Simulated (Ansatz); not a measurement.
## Single-point calculation, with input and output: BSiH$_{4}$OF

BSiH$_{4}$OF, SMILES B[SiH](O)F, computed with RKS B3LYP-D4/def2-TZVPP (Ansatz 0.2.0).

The geometry comes from this level: PBE0-D4/def2-TZVP. Figures and captions count atoms from 1; the log counts them from 0 in places.

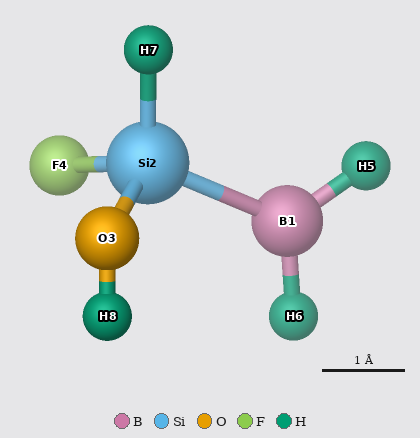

The structure as given in the input (ball-and-stick view, seen at a tilt; atoms are numbered from 1 in the order of the input). Bond lengths as drawn: B–H 1.19 to 1.20 Å, B–Si 2.02 Å, F–Si 1.61 Å, H–O 0.96 Å, H–Si 1.48 Å and O–Si 1.64 Å.

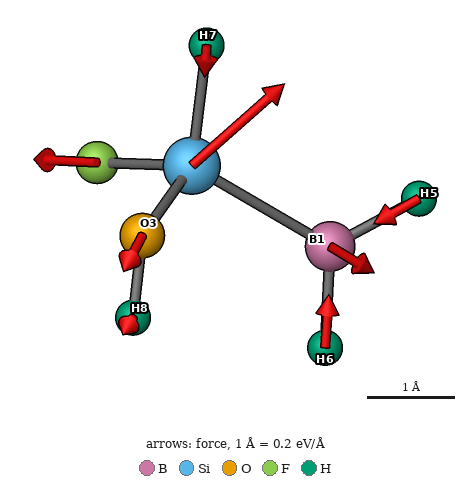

Forces on the atoms as red arrows (ball-and-stick view, seen at a tilt; atoms are numbered from 1 in the order of the input). The largest act on Si2 (0.29 eV/Å); F4 (0.22 eV/Å); O3 (0.13 eV/Å); B1 (0.13 eV/Å), among others. The geometry is not a stationary point of this energy.

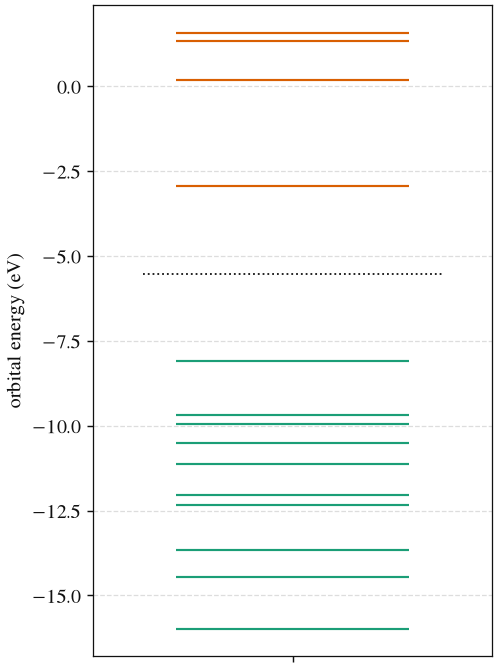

Orbital energies near the frontier; the dotted line parts filled from empty levels, and levels within 0.02 eV of each other stand side by side. Highest filled −8.09 eV, lowest empty −2.95 eV, 5.14 eV apart.

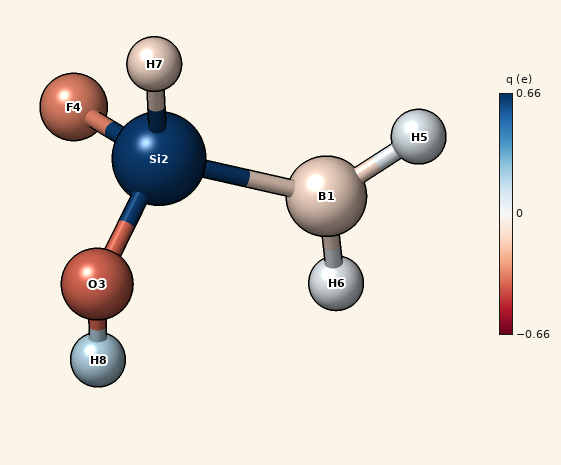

Mulliken charges, as the colour of each atom (ball-and-stick view, seen at a tilt; atoms are numbered from 1 in the order of the input). By element: B −0.12, Si +0.63, O −0.38, F −0.32 and H −0.11 to +0.19 e.

The input and output of the run follow.

### Input file
```yaml
crystal:
  periodic: [false, false, false]
  atoms:
    - {symbol: B, position_ang: [-1.305102, 0.293313, 0.268484]}
    - {symbol: Si, position_ang: [0.577899, -0.423890, 0.214759]}
    - {symbol: O, position_ang: [1.578207, 0.593831, -0.592736]}
    - {symbol: F, position_ang: [0.472964, -1.838452, -0.539240]}
    - {symbol: H, position_ang: [-1.952194, 0.377831, 1.269372]}
    - {symbol: H, position_ang: [-1.820907, 0.667160, -0.745961]}
    - {symbol: H, position_ang: [1.263040, -0.672120, 1.502121]}
    - {symbol: H, position_ang: [1.278092, 0.945327, -1.432698]}
basis:
  gaussian: {orbitals: def2-TZVPP}
hamiltonian: {xc: {name: B3LYP}, dispersion: d4}
output: {forces: true, orbitals: {seedname: orbitals}}
```

Launch command:
```bash
ansatz run in.yaml --threads 2 --pin off --events-out ev --progress --plain --max-ram 4352MiB
```

### The program's output
```
Functional definition: B3LYP
  name "B3LYP"
  cite "Stephens, Devlin, Chabalowski & Frisch, J. Phys. Chem. 98, 11623 (1994) doi:10.1021/j100096a001"
  cite "Becke, Phys. Rev. A 38, 3098 (1988) doi:10.1103/PhysRevA.38.3098"
  cite "Lee, Yang & Parr, Phys. Rev. B 37, 785 (1988) doi:10.1103/PhysRevB.37.785"
  cite "Vosko, Wilk & Nusair, Can. J. Phys. 58, 1200 (1980) doi:10.1139/p80-159"
  parameter a0 = 0.2
  parameter ax = 0.72
  parameter ac = 0.81
  exchange = (1 - a0 - ax)*slater_x + ax*b88_x + a0*exact_x
  correlation = (1 - ac)*vwn_rpa_c + ac*lyp_c
1003 factors; their error is unknown
mean field evaluation 1: about -13381.9938 eV, gradient 6.4e1 eV
mean field evaluation 2: about -13366.8936 eV, gradient 1.1e2 eV
mean field evaluation 4: about -13388.3742 eV, gradient 6.3e0 eV
mean field evaluation 8: about -13388.4308 eV, gradient 2.8e-1 eV
mean field evaluation 16: about -13388.4472 eV, gradient 1.2e-4 eV
mean field -13388.44721678 eV, -492.0163602013 hartree, gradient 1.5e-5 eV, S^2 0.000000; 0 other end points of the search recorded, 0 dependent functions left out
the calculation of the forces begins
reference -13388.44747001 eV, -492.0163695074 hartree; 20, 20 occupied and 171, 171 virtual orbitals, 1003 factors
Total energy: -13388.65627519 eV, -492.0240429559 hartree
Atom 0 at    -1.305102     0.293313     0.268484 Å, force    -0.120573     0.050598     0.002443 eV/Å
Atom 1 at     0.577899    -0.423890     0.214759 Å, force    -0.047669     0.046266     0.283464 eV/Å
Atom 2 at     1.578207     0.593831    -0.592736 Å, force     0.063513     0.082779    -0.081958 eV/Å
Atom 3 at     0.472964    -1.838452    -0.539240 Å, force    -0.010989    -0.190743    -0.099724 eV/Å
Atom 4 at    -1.952194     0.377831     1.269372 Å, force     0.066445    -0.008159    -0.106624 eV/Å
Atom 5 at    -1.820907     0.667160    -0.745961 Å, force     0.052076    -0.040323     0.110275 eV/Å
Atom 6 at     1.263040    -0.672120     1.502121 Å, force    -0.041084     0.015107    -0.067681 eV/Å
Atom 7 at     1.278092     0.945327    -1.432698 Å, force     0.038281     0.044475    -0.040194 eV/Å
Dipole moment:    -0.231493     0.295448    -0.087181 e Å
```

### Key numbers

- outcome: converged
- total energy: −13388.6563 eV
- mean-field energy: −13388.4475 eV
- dispersion energy: −0.2088 eV
- SCF solution under orbital rotations: stable
- HOMO: −8.09 eV
- LUMO: −2.95 eV
- largest force (length of the vector): 0.291 eV/Å
- dipole moment: 1.85 D
- hardware: 2 threads of Arm Neoverse V1, 23 GiB of memory available, shared host
- wall time: 3.9 s (CPU time 7.5 s)
- peak memory: 0.39 GiB
